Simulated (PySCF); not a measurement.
C₅H₁₃O₂Si, SMILES C(O[Si](OCC)C)C, doublet at its GFN2-xTB optimised geometry (Å):

```
21

C     -0.1069    -2.8462    -3.4779
C      0.2319    -2.9530    -1.9977
O      0.0447    -1.7119    -1.3878
Si     0.6831    -1.1058     0.0000
C      2.5853    -1.1058     0.0000
O      0.2619     0.4692     0.0000
C     -0.9671     1.0354    -0.3395
C     -2.0485     0.6950     0.6761
H      0.0214    -3.8115    -3.9600
H     -1.1368    -2.5203    -3.5999
H      0.5447    -2.1194    -3.9565
H      1.2704    -3.2833    -1.8715
H     -0.4197    -3.6919    -1.5132
H      2.9592    -0.6110    -0.8949
H      2.9782    -0.5826     0.8632
H      2.9733    -2.1193     0.0164
H     -1.2704     0.6873    -1.3335
H     -0.8107     2.1193    -0.3767
H     -2.9782     1.1939     0.4163
H     -2.2055    -0.3808     0.6885
H     -1.7368     1.0106     1.6684
```

Level of theory: unrestricted PBE0/def2-SVP (PySCF 2.14.0). Cells within 0.4 Å of a nucleus heavier than hydrogen are left out (blank, or x).

Map of the HOMO−1 amplitude (α) (bohr^(-3/2)) on the plane z = 1.0 Å; orbital energy -8.04 eV, overall sign arbitrary:

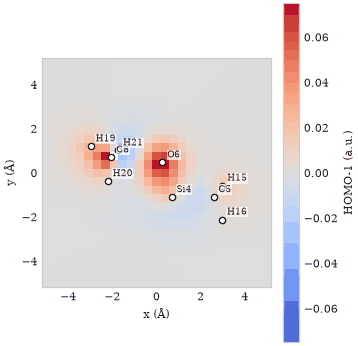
Figure: HOMO−1 amplitude (α) (bohr^(-3/2)) on the plane z = 1.0 Å.
